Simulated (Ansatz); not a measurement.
## Frequency calculation, with input and output: CH7AlN

CH7AlN, multiplicity 2, computed with UKS B3LYP/6-31G* (Ansatz 0.2.0).

It belongs to a series of runs on one base structure; here: vibrations at the highest image of the band. Figures and captions count atoms from 1; the log counts them from 0 in places.

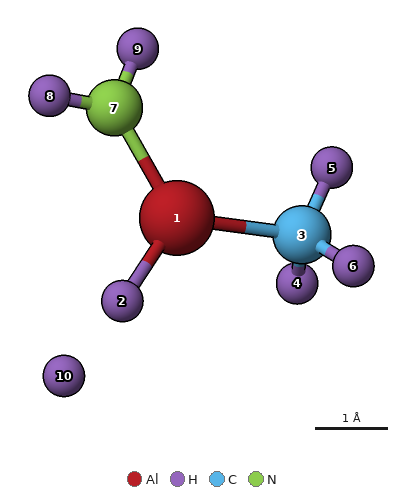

The input geometry (ball-and-stick view, seen at a tilt; atoms are numbered from 1 in the order of the input). Sticks mark near contacts. Bond lengths as drawn: Al–C 1.96 Å, Al–H 1.63 Å, Al–N 1.78 Å, C–H 1.10 Å and H–N 1.01 Å.

### Input file
```yaml
crystal:
  periodic: [false, false, false]
  atoms:
    - { symbol: Al, position_ang: [0.020625, -0.022179, -0.04706] }
    - { symbol: H, position_ang: [-0.05477, -0.178519, 1.572836] }
    - { symbol: C, position_ang: [1.702321, 0.070182, -1.059234] }
    - { symbol: H, position_ang: [2.221023, -0.897606, -1.046963] }
    - { symbol: H, position_ang: [1.546201, 0.345877, -2.108894] }
    - { symbol: H, position_ang: [2.392596, 0.801544, -0.620653] }
    - { symbol: "N", position_ang: [-1.557951, 0.052647, -0.872785] }
    - { symbol: H, position_ang: [-2.451837, -0.000801, -0.398771] }
    - { symbol: H, position_ang: [-1.697274, 0.152159, -1.871442] }
    - { symbol: H, position_ang: [-0.240335, -0.323404, 3.127166] }
magnetization:
  spin_polarized: true
  initial_magnetization: 1
basis:
  gaussian: { orbitals: "6-31G*" }
hamiltonian:
  xc: b3lyp
phonons: {}
```

Run on 1 thread of Intel Xeon @ 2.90GHz (Ice Lake), 192 GiB of memory available, shared host.

Command:
```bash
ansatz run input.yaml --threads 1 --pin off --max-ram 2048MiB --backend cpu --events-out ev --progress --plain --runs-dir out
```

### Log
```
Engine: ansatz 0.2.0, x86_64-unknown-linux-gnu
Functional definition: B3LYP
  parameter a0 = 0.2
  parameter ax = 0.72
  parameter ac = 0.81
  exchange = (1 - a0 - ax)*slater_x + ax*b88_x + a0*exact_x
  correlation = (1 - ac)*vwn_rpa_c + ac*lyp_c
733 factors; integrals over basis functions are off by at most 5.9e-4 eV
mean field evaluation 1: about -9225.1967 eV, gradient 5.2e1 eV
mean field evaluation 2: about -9189.1850 eV, gradient 8.3e1 eV
mean field evaluation 4: about -9236.2463 eV, gradient 6.6e0 eV
mean field evaluation 8: about -9236.5427 eV, gradient 3.2e-1 eV
mean field evaluation 16: about -9236.5435 eV, gradient 1.2e-4 eV
mean field -9236.54345497 eV, -339.4367112162 hartree, gradient 3.4e-5 eV, S^2 0.752869; 0 other end points of the search recorded, 0 dependent functions left out
the calculation of the forces begins
reference -9236.54370438 eV, -339.4367203816 hartree; 17, 16 occupied and 46, 47 virtual orbitals, 733 factors
these checks for a lower state are left out or cut short: stability, starts, cluster_reference, orbital_swaps, neighbouring_geometries, increment
733 factors; integrals over basis functions are off by at most 5.9e-4 eV
mean field -9236.54337635 eV, -339.4367083268 hartree, gradient 1.5e-6 eV, S^2 0.752869; 0 other end points of the search recorded, 0 dependent functions left out
[... from here on the field's lines of each further geometry are left out, up to the last ...]
the calculation of the forces begins
reference -9236.54369534 eV, -339.4367200496 hartree; 17, 16 occupied and 46, 47 virtual orbitals, 733 factors
these checks for a lower state are left out or cut short: stability, starts, cluster_reference, orbital_swaps, neighbouring_geometries, increment
733 factors; integrals over basis functions are off by at most 5.9e-4 eV
mean field -9236.54346476 eV, -339.4367115758 hartree, gradient 1.3e-6 eV, S^2 0.752885; 0 other end points of the search recorded, 0 dependent functions left out
the calculation of the forces begins
reference -9236.54371413 eV, -339.4367207400 hartree; 17, 16 occupied and 46, 47 virtual orbitals, 733 factors
WARN: phonons: modes at or below zero, which the zero-point energy, F, S and C_V leave out: 1, the lowest at -325.77 cm⁻¹. A minimum has none, and a first-order saddle one
Total energy: -9236.54370438 eV, -339.4367203816 hartree
Atom 0 at     0.020625    -0.022179    -0.047060 Å, force     0.007949    -0.000668     0.010923 eV/Å
Atom 1 at    -0.054770    -0.178519     1.572836 Å, force    -0.000336    -0.002024    -0.002919 eV/Å
Atom 2 at     1.702321     0.070182    -1.059234 Å, force    -0.005999    -0.008217     0.003439 eV/Å
Atom 3 at     2.221023    -0.897606    -1.046963 Å, force     0.001877     0.004362     0.001338 eV/Å
Atom 4 at     1.546201     0.345877    -2.108894 Å, force     0.001806    -0.000602    -0.002599 eV/Å
Atom 5 at     2.392596     0.801544    -0.620653 Å, force     0.001147     0.003835    -0.001941 eV/Å
Atom 6 at    -1.557951     0.052647    -0.872785 Å, force    -0.008305     0.002123    -0.001462 eV/Å
Atom 7 at    -2.451837    -0.000801    -0.398771 Å, force     0.002854     0.001170    -0.006140 eV/Å
Atom 8 at    -1.697274     0.152159    -1.871442 Å, force    -0.002303    -0.000172     0.003130 eV/Å
Atom 9 at    -0.240335    -0.323404     3.127166 Å, force     0.001309     0.000194    -0.003769 eV/Å
Dipole moment:    -0.118027     0.033773    -0.373942 e Å
Vibrations: -325.77 61.71 107.02 131.18 182.82 352.24 432.48 549.96 558.34 593.16 709.26 748.82 767.76 845.33 1276.45 1488.21 1492.12 1546.23 1611.62 3034.42 3101.01 3114.90 3563.36 3653.30 cm⁻¹, zero-point energy 1.854908 eV
```

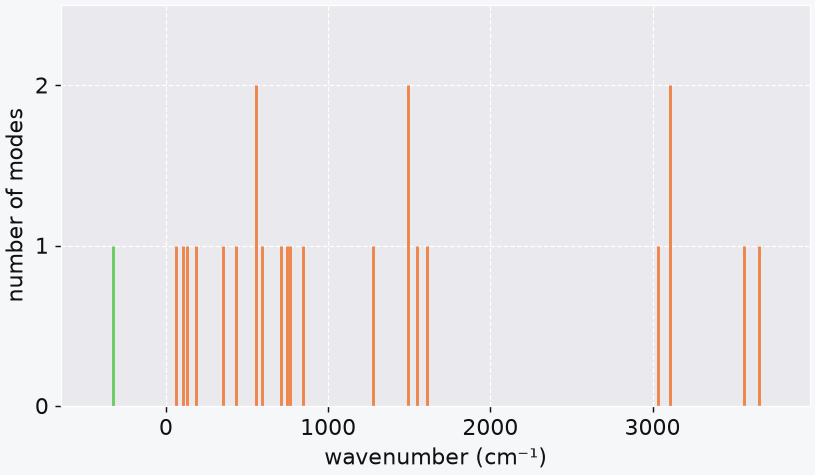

Harmonic vibrational wavenumbers from the force constants; neighbouring modes closer than 18 cm⁻¹ are counted in one stick, and imaginary ones are drawn at negative wavenumbers. 24 modes from 326i to 3653 cm⁻¹, 1 imaginary beyond 8i (326i cm⁻¹): a first-order saddle point, if the geometry is stationary.

### Key numbers

| quantity | value |
| --- | --- |
| outcome | converged |
| total energy | −9236.5437 eV |
| mean-field energy | −9236.5437 eV |
| ⟨S²⟩ | 0.753 |
| largest force (length of the vector) | 0.014 eV/Å |
| wall time | 2.7 min |
| peak memory | 0.17 GiB |
